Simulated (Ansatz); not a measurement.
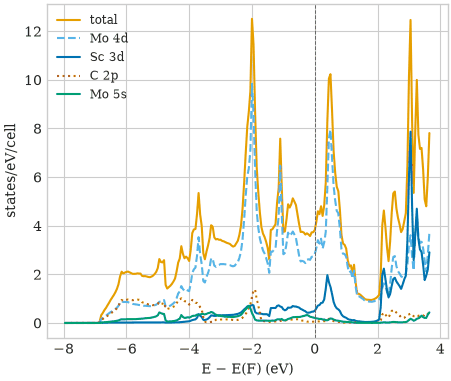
Total and projected density of states of ScMo3C (anti-perovskite, Pm-3m), PBEsol (plane waves, PAW; program Ansatz)

Q: Which orbitals carry the states next to the Fermi level?

A: Within 0.5 eV of the Fermi level: Mo 4d 71 %, Sc 3d 16 %. Projections are on Löwdin-orthogonalised atomic valence shells; empty p or d shells of many metals are not among them.

Q: Where is the tallest occupied peak in this window, and what makes it?

A: Near -2.0 eV, about 13 states/eV per cell; the largest projected share is Mo 4d.

The start of the workflow was typed in or built on a structure type; neither database checked (COD, Materials Project) lists it. Whether it is the stable phase at ambient conditions was not checked. The cell was relaxed with PBEsol under the symmetry of its start; whether a distortion lowers the energy is not shown. No spin polarisation was allowed. Spin–orbit coupling is left out wherever it is not named.

Potentials: the later of the program's two PAW sets.
